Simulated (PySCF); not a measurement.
Input file:

```
{"job": {"kind": "uv", "xc": "CAM-B3LYP", "basis": "def2-SVPD", "ip": false, "nstates": 10}, "charge": 0, "multiplicity": 1}
Si    -0.006360    -0.002742     0.279066
H     -0.014691    -0.023503     1.783813
C      1.774906     0.240007    -0.307679
C      2.753657    -0.838289     0.149097
H      2.111094     1.231319     0.043802
H      1.759939     0.306181    -1.410620
H      3.776143    -0.647755    -0.213043
H      2.802467    -0.898216     1.248120
H      2.462631    -1.835746    -0.217056
C     -1.094494     1.428632    -0.306174
C     -0.674200     2.804532     0.203421
H     -2.131441     1.210205     0.002605
H     -1.105258     1.413098    -1.411128
H     -1.344265     3.600735    -0.158598
H     -0.682307     2.845347     1.304173
H      0.345093     3.067250    -0.121918
C     -0.692289    -1.650357    -0.344929
C     -2.101644    -1.981262     0.137926
H      0.011025    -2.444913    -0.039356
H     -0.657853    -1.633008    -1.449321
H     -2.447389    -2.958893    -0.234298
H     -2.153383    -2.013275     1.237877
H     -2.834150    -1.229709    -0.197520
```

Command:

```sh
OMP_NUM_THREADS=2 python probes_run.py task.json out
```

Geometry: PBE0-D3(BJ)/def2-SVP.

Theory: CAM-B3LYP/def2-SVPD, SCF density, gas phase in PySCF.

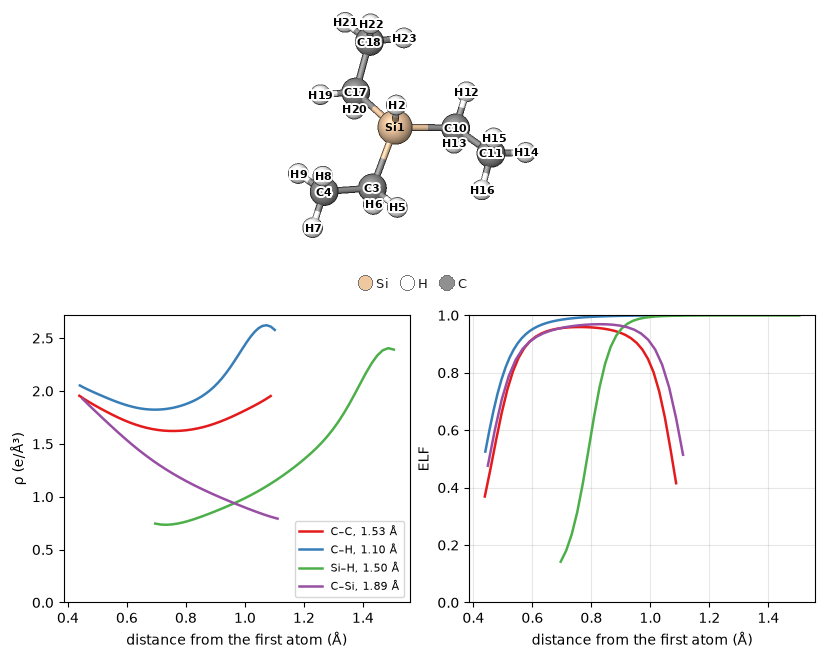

C₆H₁₆Si (SMILES [H][Si](CC)(CC)CC). Electron density and electron localisation function along straight lines between neighbouring atoms. The curves leave out the atomic cores. The structure is drawn too.

Compare the contacts.

C–C (1.53 Å): the density is about 1.6 e/Å³ at the midpoint; the ELF peaks at about 0.95 between the atoms, as expected for localised, covalent bonding.
C–H (1.10 Å): ρ is about 1.9 e/Å³ halfway; the ELF climbs to about 1 towards the hydrogen, as it does in any bond to H (a covalent bond by its length).
Si–H (1.50 Å): ρ at the midpoint is about 0.74 e/Å³; the ELF climbs to about 1 towards the hydrogen.
C–Si (1.89 Å): ρ is about 0.96 e/Å³ halfway; the ELF peaks at about 0.95 between the atoms (a covalent bond).
